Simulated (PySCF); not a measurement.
Consider C7H10OSi.

| atom | x (Å) | y (Å) | z (Å) |
| --- | --- | --- | --- |
| C | 4.1499 | 1.7329 | -0.6799 |
| C | 3.1556 | 1.2458 | -0.1806 |
| C | 1.9815 | 0.6485 | 0.3802 |
| C | 1.9268 | -0.8956 | 0.5419 |
| Si | 0.7117 | -0.2445 | -0.6948 |
| C | -1.0759 | -0.1575 | -0.2767 |
| C | -1.6093 | -0.9458 | 0.6784 |
| O | -2.8679 | -0.9748 | 1.1160 |
| C | -3.7918 | -0.0891 | 0.5368 |
| H | 5.0293 | 2.1691 | -1.1144 |
| H | 1.5504 | 1.2030 | 1.2241 |
| H | 1.5991 | -1.2540 | 1.5238 |
| H | 2.8103 | -1.4284 | 0.1750 |
| H | 1.0675 | -0.3514 | -2.1307 |
| H | -1.7101 | 0.5624 | -0.8039 |
| H | -1.0090 | -1.6858 | 1.2192 |
| H | -4.7548 | -0.2684 | 1.0300 |
| H | -3.8973 | -0.2716 | -0.5464 |
| H | -3.4910 | 0.9613 | 0.6927 |

Geometry: PBE0-D3(BJ)/def2-SVP.

The calculation used PySCF, PBE0/pcSseg-1, SCF density, gas phase, non-relativistic.

What will maps of the electron density and electron localisation function show?

C–O (1.33 Å): the density is about 2.4 e/Å³ at the midpoint; the ELF peaks at about 0.90 between the atoms, as expected for a shared but strongly polarised pair.
C–Si (1.84 Å): ρ is about 0.97 e/Å³ halfway; the ELF peaks at about 0.95 between the atoms (a shared electron pair).
C–H (1.09 Å): the density is about 1.9 e/Å³ at the midpoint; the ELF climbs to about 1 towards the hydrogen, as it does in any bond to H; a covalent bond by its length.
C–C (1.35 Å): ρ is about 2.2 e/Å³ halfway; the ELF peaks at about 0.90 between the atoms; a covalent bond.

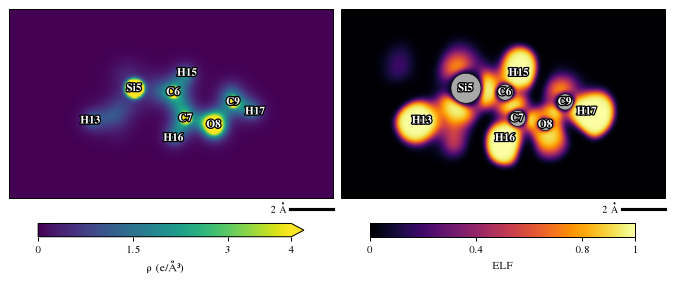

Computed electron density and electron localisation function on the plane of atoms Si5, C6 and C7, in this order. Grey discs cover the atomic cores in the ELF map. 
